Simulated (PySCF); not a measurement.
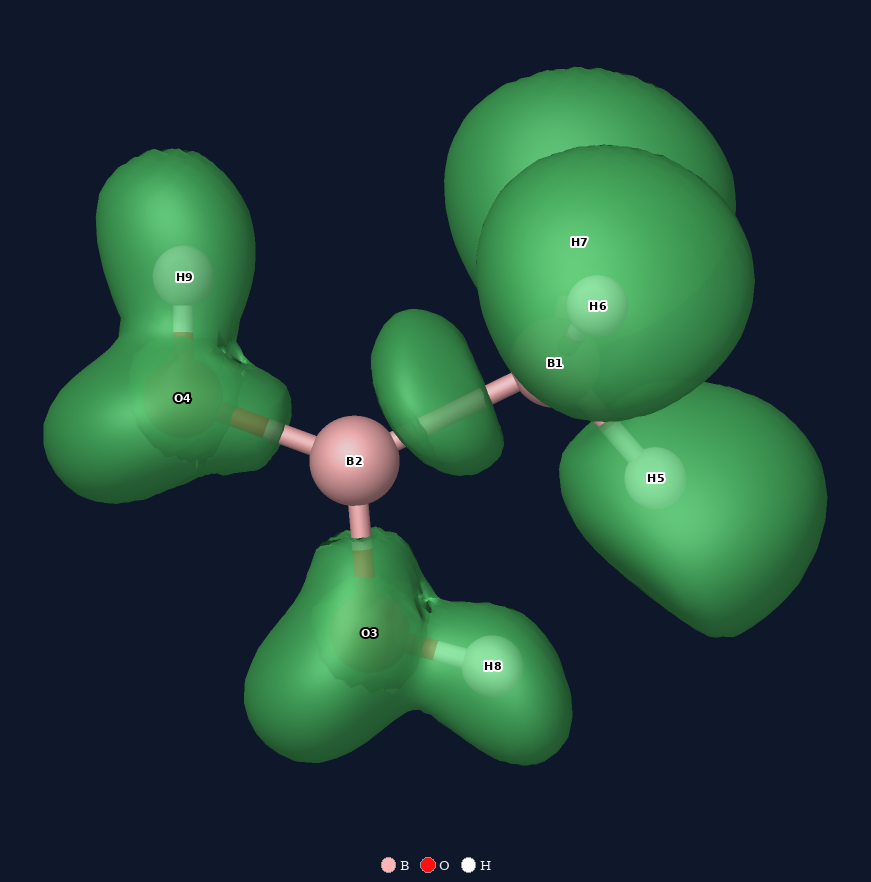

B$_{2}$H$_{5}$O$_{2}$ (SMILES [BH3-]B(O)O) (charge −1). Isosurface of the electron localisation function at 0.75 (green), seen across its widest extent. Only the valence region is drawn (cores and ρ < 0.01 e/Å³ removed).

Geometry: GFN2-xTB, MD frame at 250 fs, 300 K.

Computed with PBE0/pcSseg-1, SCF density, gas phase, non-relativistic (PySCF 2.14.0).

```yaml
atoms:
  - { symbol: B, position_ang: [0.9452, -0.5418, 0.5841] }
  - { symbol: B, position_ang: [-0.6356, -0.1299, 0.0027] }
  - { symbol: O, position_ang: [-1.3388, -1.2421, -0.2943] }
  - { symbol: O, position_ang: [-1.2306, 1.0839, -0.4409] }
  - { symbol: H, position_ang: [0.9769, -1.7401, 0.5698] }
  - { symbol: H, position_ang: [1.0893, -0.2999, 1.7641] }
  - { symbol: H, position_ang: [1.9411, -0.0314, 0.0209] }
  - { symbol: H, position_ang: [-0.8489, -2.0448, 0.0091] }
  - { symbol: H, position_ang: [-0.6250, 1.7966, -0.3321] }
```

> Describe the localisation domains.

The surface consists of one region between bonded B–B atoms (shared pairs), three regions around hydrogen nuclei and two joined regions spread over several atoms (H, O), in which their bonds and any lone pairs are merged.

Values along the shortest contacts:
B–O (1.35 Å): the ELF peaks at about 0.90 between the atoms: a short, strongly polar bond. B–B (1.73 Å): the ELF peaks at about 1 between the atoms (localised, covalent bonding).
